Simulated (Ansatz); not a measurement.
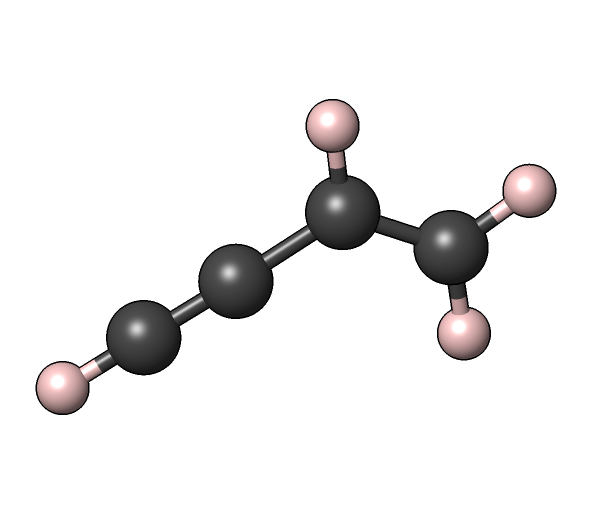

Colours: carbon dark grey, hydrogen pink.

The geometry was computed by an optimisation with PBE0-D4/def2-TZVP.

What is the molecular formula?

C4H4, 8 atoms: 4 carbon and 4 hydrogen.

Name some functional groups or characteristic bonds that it holds.

Among them: alkene, alkyne.

The parts below concern this one geometry. Atoms keep their numbers from picture to picture.

## Symmetry

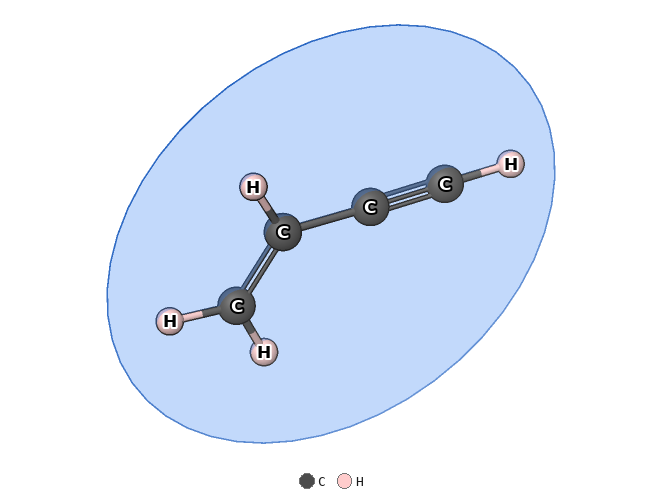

All proper rotation axes (lines) and mirror planes (discs) of the structure are drawn in. Distant atoms are faded towards the background colour.

Name the symmetry elements and the point group.

It has 1 mirror plane. Point group Cs. The group has 2 operations. The geometry is achiral, and symmetry allows a dipole moment.

## Vibrations

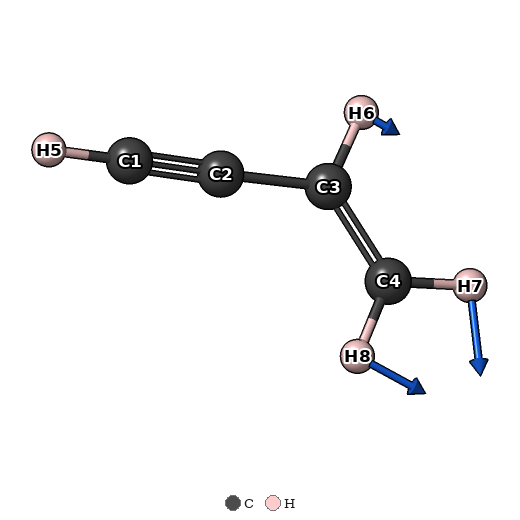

The arrows show one normal mode. Harmonic vibrations computed with RKS PBE0-D4/def2-TZVP (Ansatz 0.2.0) at a stationary point of the same level.

What kind of motion is it?

Mostly angle bending.

At what wavenumber does it lie?

1440 cm⁻¹; it is mode 12 of 18 counted from the lowest.

## Thermal motion

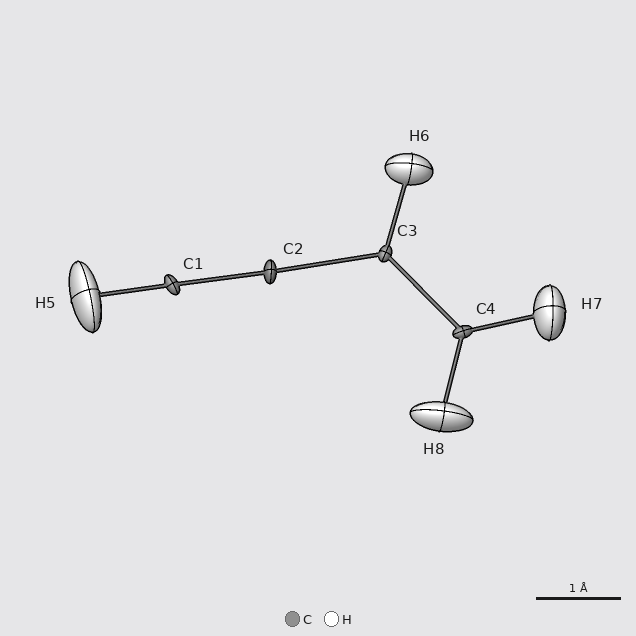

Displacement ellipsoids at the 50 % level, enlarged 1.5 times, from the internal vibrations of the free molecule (harmonic, no overall translation or rotation; no half-axis is drawn under 0.075 Å). Vibrations computed with RKS PBE0-D4/def2-TZVP (Ansatz 0.2.0). Temperature: 298 K.

List U_eq and the three principal root-mean-square amplitudes for each kind of atom.

```
atom  U_eq (Å²)   rms amplitudes (Å)
  C1     0.0018  0.028, 0.036, 0.058
  C2     0.0028  0.029, 0.060, 0.063
  C3     0.0012  0.027, 0.029, 0.047
  C4     0.0013  0.022, 0.025, 0.054
  H5     0.0237  0.075, 0.171, 0.190
  H6     0.0134  0.082, 0.125, 0.134
  H7     0.0183  0.083, 0.144, 0.165
  H8     0.0168  0.076, 0.133, 0.164
```

## Charges

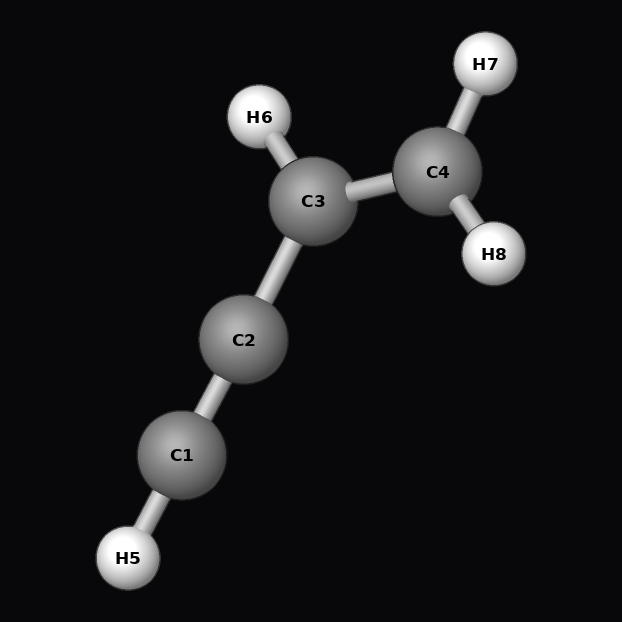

The questions are on Mulliken charges. Method: RKS r2SCAN-D4/def2-TZVPP (Ansatz 0.2.0).

Give the Mulliken charges atom by atom.

```tsv
atom	value (e)
C1	0.04
C2	−0.19
C3	−0.21
C4	−0.14
H5	0.24
H6	0.09
H7	0.09
H8	0.08
```

Mulliken values depend strongly on the basis set and can even reverse the polarity of a bond.
